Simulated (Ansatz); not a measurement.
# Cl2H4N2Zr···H2: what the fields show

```xyz
11

Zr   -0.4291   -0.2478   -0.2026
Cl   -0.7562   -0.6573    2.1216
Cl    1.8507   -0.2824   -0.8954
N    -1.1892    1.5777   -0.6290
H    -0.8379    2.4478   -0.2074
H    -1.9572    1.8162   -1.2661
N    -1.5198   -1.5337   -1.3118
H    -2.3577   -2.0388   -0.9943
H    -1.2620   -1.8886   -2.2417
H     3.0612   -1.1235    2.1632
H     2.5825   -1.1881    2.7607
```

Core potentials replace the inner electrons of Zr.

Level of theory: RKS PBE/def2-SVP in Ansatz.

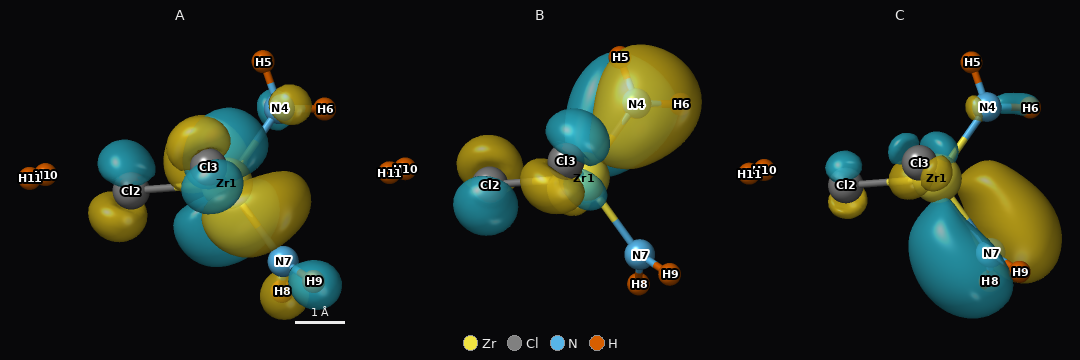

Figure 1. Three frontier orbitals at ±0.1 Å⁻³ᐟ² (yellow and cyan are the two phases), in no order.

Question: Which picture is the HOMO−1, the HOMO and the LUMO?

Answer: C is the HOMO−1 (−6.60 eV). It lies mainly on N7 (about 65 %) and Zr1 (about 15 %); largely a lone pair of N7. B is the HOMO (−6.23 eV). It lies mainly on N4 (about 65 %), Zr1 (about 15 %), Cl3 (about 10 %) and Cl2 (about 10 %). A is the LUMO (−2.09 eV). By Hirshfeld shares it lies mainly on Zr1 (about 70 %), Cl3 (about 10 %), Cl2 (about 10 %) and N7 (about 5 %).

Question: What is the HOMO–LUMO gap?

Answer: 4.14 eV between the orbital energies.

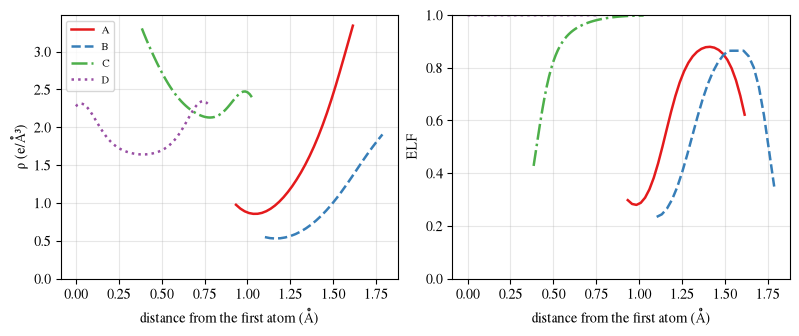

Figure 2. Electron density and electron localisation function along straight lines between neighbouring atoms. The curves leave out the atomic cores.

Question: Which curve belongs to which contact (H–H, N–H, Zr–Cl and Zr–N)? The first atom named is at distance zero.

Answer: Curve A: Zr–N (2.02 Å): ρ at the midpoint is about 0.87 e/Å³; the ELF peaks at about 0.90 in the valence shell of N, 0.6 Å from its nucleus, and drops to about 0.30 between the two atoms. Curve B: Zr–Cl (2.38 Å): ρ at the midpoint is about 0.53 e/Å³; the ELF peaks at about 0.85 in the valence shell of Cl, 0.8 Å from its nucleus, and is about 0.30 at the midpoint. Curve C: N–H (1.03 Å): the density is about 2.7 e/Å³ at the midpoint; the ELF climbs to about 1 towards the hydrogen, as it does in any bond to H (an ordinary covalent bond to hydrogen). Curve D: H–H (0.77 Å): the density is about 1.6 e/Å³ at the midpoint; the ELF is about 1 at the midpoint.
